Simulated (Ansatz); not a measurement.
**CH3BF2S (methylthiodifluoroborane): BHLYP/def2-SVP**

Aim: the energy change on altering one bond length of CH3BF2S (methylthiodifluoroborane) at BHLYP/def2-SVP, from 2 runs. 

The calculation is run with Ansatz 0.2.0.

112 further runs of the same task are left out: 112 set aside as unsound or not needed. Runs told in other sessions of the task aren't counted.

## 1. The structure to begin with

CH3BF2S: 8 atoms, total charge 0, spin state singlet. SMILES: `CSB(F)F`. The shape is that of a PBE0-D4/def2-TZVP optimisation.

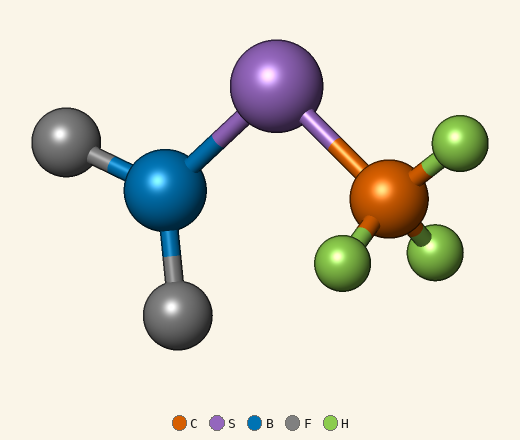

The structure, seen from a chosen angle (carbon orange, sulfur purple, boron blue, fluorine grey, hydrogen green).

## 2. The energy at BHLYP/def2-SVP

molecule.yaml reads:

```yaml
crystal:
  periodic: [false, false, false]
  atoms:
    - {symbol: C, position_ang: [-0.803300, 0.136900, 0.921900]}
    - {symbol: S, position_ang: [0.719300, -0.779600, 0.569900]}
    - {symbol: B, position_ang: [1.068100, -0.245300, -1.103500]}
    - {symbol: F, position_ang: [2.133800, -0.711800, -1.727700]}
    - {symbol: F, position_ang: [0.295400, 0.609600, -1.753200]}
    - {symbol: H, position_ang: [-0.637500, 1.209000, 0.840300]}
    - {symbol: H, position_ang: [-1.080700, -0.107300, 1.946100]}
    - {symbol: H, position_ang: [-1.603000, -0.168600, 0.250500]}
basis:
  gaussian: {orbitals: def2-SVP}
accuracy: high
hamiltonian: {xc: {name: BHLYP}}
output: {orbitals: {seedname: orbitals}}
```

Command:

```sh
ansatz run molecule.yaml --threads 1 --pin off --max-ram 2610MiB --events-out events.jsonl --progress --plain --runs-dir runs
```

The log of the run:

```text
Warning: RAYON_NUM_THREADS=1 ignored (pool sized by the plan → 1); use --threads N
Functional definition: BHLYP
  name "BHLYP"
  parameter a = 0.5
  exchange = (1 - a)*b88_x + a*exact_x
  correlation = lyp_c
2007 factors; integrals over basis functions are off by at most 7.5e-9 eV
mean field evaluation 1: about -18020.1934 eV, gradient 3.9e1 eV
mean field evaluation 2: about -18020.4633 eV, gradient 3.9e1 eV
mean field evaluation 4: about -18023.0135 eV, gradient 9.2e-1 eV
mean field evaluation 8: about -18023.4682 eV, gradient 2.1e-1 eV
mean field evaluation 16: about -18023.4684 eV, gradient 3.1e-5 eV
mean field -18023.46838747 eV, -662.3502464940 hartree, gradient 3.7e-8 eV, S^2 0.000000; 0 other end points of the search recorded, 0 dependent functions left out
reference -18023.46841206 eV, -662.3502473975 hartree; 24, 24 occupied and 65, 65 virtual orbitals, 2007 factors
Total energy: -18023.46841206 eV, -662.3502473975 hartree
```

Wall time 9 s (1 thread of Arm Neoverse V1, shared host); peak memory 0.3 GiB.

## 3. The distorted shape, same level

molecule.yaml reads:

```yaml
crystal:
  periodic: [false, false, false]
  atoms:
    - {symbol: C, position_ang: [-2.082164, 0.696711, 1.670954]}
    - {symbol: S, position_ang: [-0.559564, -0.219789, 1.318954]}
    - {symbol: B, position_ang: [-0.210764, 0.314511, -0.354446]}
    - {symbol: F, position_ang: [2.133800, -0.711800, -1.727700]}
    - {symbol: F, position_ang: [-0.983464, 1.169411, -1.004146]}
    - {symbol: H, position_ang: [-1.916364, 1.768811, 1.589354]}
    - {symbol: H, position_ang: [-2.359564, 0.452511, 2.695154]}
    - {symbol: H, position_ang: [-2.881864, 0.391211, 0.999554]}
basis:
  gaussian:
    orbitals: def2-SVP
hamiltonian:
  xc: {name: BHLYP}
output: {orbitals: {seedname: orbitals}}
accuracy: high
magnetization:
  spin_polarized: false
```

Command:

```sh
ansatz run molecule.yaml --threads 1 --pin off --max-ram 2610MiB --events-out events.jsonl --progress --plain --runs-dir runs
```

The log of the run:

```text
Warning: RAYON_NUM_THREADS=1 ignored (pool sized by the plan → 1); use --threads N
[... 5 set-up lines as earlier in the session ...]
1943 factors; integrals over basis functions are off by at most 5.9e-9 eV
mean field evaluation 1: about -18008.5525 eV, gradient 5.6e1 eV
mean field evaluation 2: about -17706.1860 eV, gradient 2.2e2 eV
mean field evaluation 4: about -18015.1293 eV, gradient 1.4e1 eV
mean field evaluation 8: about -18015.5969 eV, gradient 5.8e-1 eV
mean field evaluation 16: about -18016.0061 eV, gradient 2.9e-3 eV
mean field evaluation 32: about -18016.0061 eV, gradient 2.4e-7 eV
mean field -18016.00609671 eV, -662.0760123667 hartree, gradient 5.3e-8 eV, S^2 0.000000; 0 other end points of the search recorded, 0 dependent functions left out
reference -18016.00612264 eV, -662.0760133195 hartree; 24, 24 occupied and 65, 65 virtual orbitals, 1943 factors
Total energy: -18016.00612264 eV, -662.0760133195 hartree
```

It took 9.6 s on 1 thread of Arm Neoverse V1, shared host; peak memory 0.29 GiB.

## 4. Summary of results

Level: BHLYP/def2-SVP.

```
                                                         quantity          value
                                        first shape: total energy  -662.35025 Eh
                                         first shape: HOMO energy       -8.74 eV
                                         first shape: LUMO energy        1.59 eV
                                       first shape: HOMO–LUMO gap       10.33 eV
                                    distorted shape: total energy  -662.07601 Eh
                                     distorted shape: HOMO energy       -8.42 eV
                                     distorted shape: LUMO energy       -3.40 eV
                                   distorted shape: HOMO–LUMO gap        5.02 eV
energy change with the B3–F4 bond stretched from 1.320 to 2.905 Å       7.462 eV
```

In words: With the B3–F4 bond stretched from 1.320 to 2.905 Å the energy rises by 7.46 eV (720 kJ/mol). The first shape isn't relaxed at this level, so the change isn't measured from a minimum. A restricted reference can't describe the breaking bond well at this length.
